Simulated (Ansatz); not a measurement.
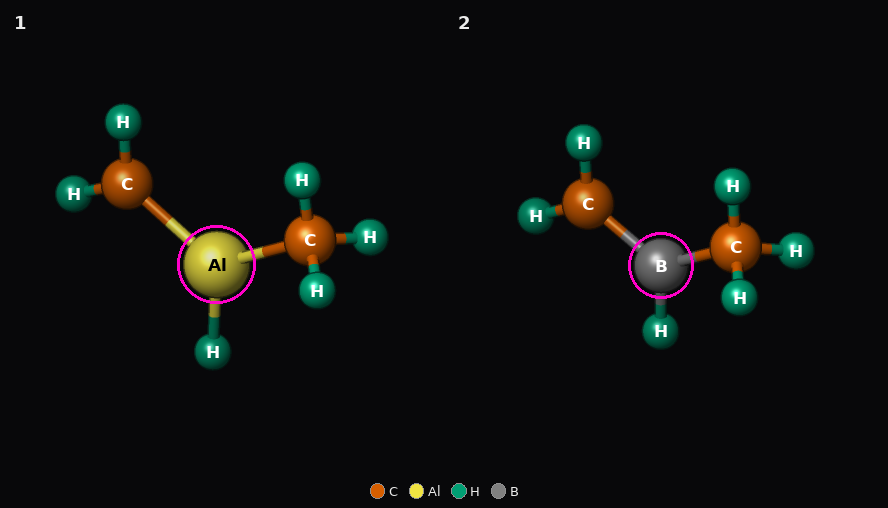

2 molecules with one skeleton, seen from the same side and at one scale; the atom that differs is circled. State: neutral, doublet. Computed geometries: PBE0-D4/def2-TZVP optimisations, one conformation each. Properties computed with Ansatz 0.2.0.

One atom differs, called X below: Al in panel 1, B in panel 2. Their formulas are C2H6Al (`[CH2][AlH][CH3]`), C2H6B (`[CH2]BC`).

**In which is the mean length of X–C larger (PBE0-D4/def2-TZVP)?**

In panel 1 (X = Al).

**In which is the harmonic zero-point energy higher (PBE0-D4/def2-TZVP)?**

In panel 2 (X = B).

Give the values. With PBE0-D4/def2-TZVP: mean length of X–C (Å), length of X–H (Å), mean angle C–X–H (°), dipole moment (D), harmonic zero-point energy (kJ/mol).

| quantity | 1 (Al) | 2 (B) | 2 − 1 |
| --- | --- | --- | --- |
| mean length of X–C (Å) | 1.940 | 1.546 | −0.394 |
| length of X–H (Å) | 1.591 | 1.202 | −0.389 |
| mean angle C–X–H (°) | 119.4 | 118.5 | −0.9 |
| dipole moment (D) | 0.78 | 0.78 | 0.00 |
| harmonic zero-point energy (kJ/mol) | 169.6 | 188.9 | +19.3 |
